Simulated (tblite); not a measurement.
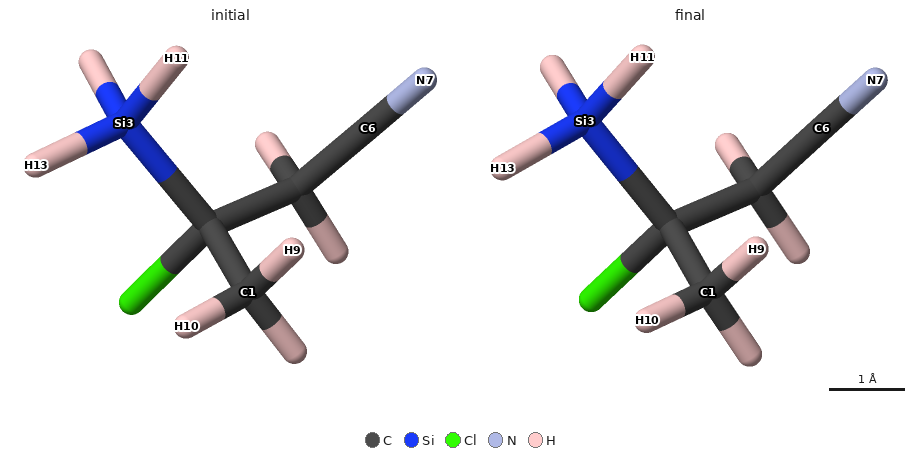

The structure of C₄H₈ClNSi before (left) and after (right) a relaxation, at one scale.

The picture is a stick view, seen at a tilt.

Level of theory: GFN2-xTB geometry optimisation, gas phase (tblite). 

What changed between the two?

Answer. The atom that moves furthest after the best rigid fit is the N atom (0.14 Å). By element the largest moves are N 0.14 Å, H 0.11 Å, C 0.09 Å, Cl 0.04 Å, Si 0.04 Å. Near-neighbour distances that change, for instance: H–Si 1.501 → 1.459 Å, C–C 1.545 → 1.516 Å, H–Si 1.483 → 1.461 Å, C–C 1.461 → 1.439 Å. Among the angles between lasting bonds that change: H–Si–H 107.6° → 112.0°, C–Si–H 110.8° → 106.5°, C–Si–H 109.8° → 106.4°. The energy falls by 0.134 eV in 57 geometry steps. The run took 0.41 s on 1 thread of Arm Neoverse V1, on a shared host.
